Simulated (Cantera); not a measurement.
Charge: 1 mol SiO2, 8.5 mol F2, 1.6 mol O2, 2 mol HCl, held at 0.000130 bar.

These are equilibrium values from Cantera (NASA tables, ideal gas, pure condensed phases), not measurements of a reactor. Candidate condensed phases: H2O, Si, SiO2; 52 gas species. Rates play no part.

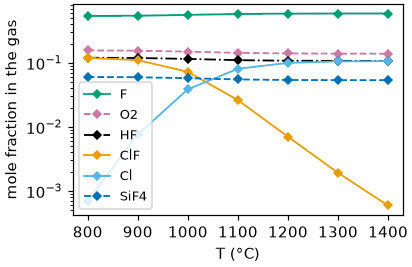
Fig. 1. Equilibrium gas composition (values under 1e-9 drawn at 1e-9)

From 800 °C to 1400 °C nothing is condensed. The main Si-bearing gas is SiF4 throughout.
